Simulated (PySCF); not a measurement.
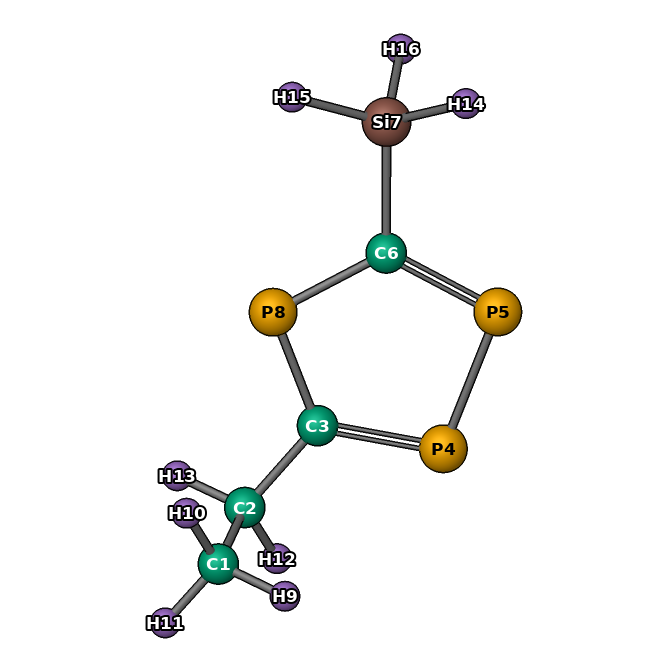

The questions are on isotropic NMR shieldings of the H atoms. The species has charge −1 and is a spin singlet. The geometry was computed by an optimisation with GFN2-xTB. No frequency run is at hand to confirm it as a minimum. Properties computed with GIAO PBE0/pcSseg-1 NMR shielding, non-relativistic, gas phase (PySCF 2.14.0).

Q: Which H atom is the most shielded (lowest chemical shift)?

A: H11 (30.46 ppm).

Q: Which H atom is the least shielded (highest chemical shift)?

A: H15 (26.72 ppm).

Q: How wide is the range of H shifts?

A: 3.74 ppm.

List the isotropic NMR shieldings of the H atoms.

| atom | σ (ppm) |
| --- | --- |
| H9 | 30.31 |
| H10 | 30.33 |
| H11 | 30.46 |
| H12 | 28.24 |
| H13 | 27.88 |
| H14 | 26.93 |
| H15 | 26.72 |
| H16 | 26.81 |

The geometry is semi-empirical. Around P, Si such bond lengths and angles can be off by a tenth of an ångström or more and by several degrees, and values that hang on the shape move with them.
